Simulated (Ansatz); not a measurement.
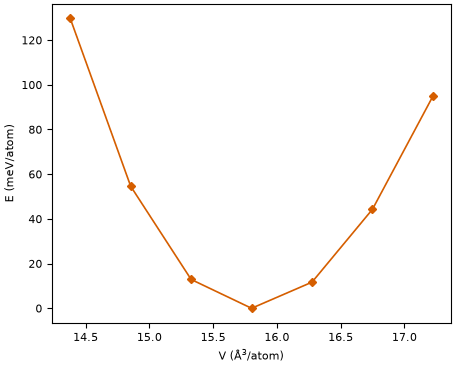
MoW in space group Cmcm (No. 63; W on 4c, Mo on 4c) under volume change, the program Ansatz at the PBEsol level (PAW), shape and atoms relaxed at each volume.

What does a third-order Birch–Murnaghan fit give for V₀, B₀ and B′?

V₀ = 15.80 Å³/atom, B₀ = 276 GPa, B′ = 4.2.

The start of the workflow was typed in or built on a structure type; neither database checked (COD, Materials Project) lists it. Whether it is the stable phase at ambient conditions was not checked. The PBEsol relaxation kept the symmetry of its start; its stability against distortions is not shown here. No spin polarisation was allowed. Its formation energy is positive at this level, so the cell may be metastable or incomplete. Scalar-relativistic: spin–orbit coupling is off unless named, which matters more the heavier the elements.

Potentials: the later of the program's two PAW sets.
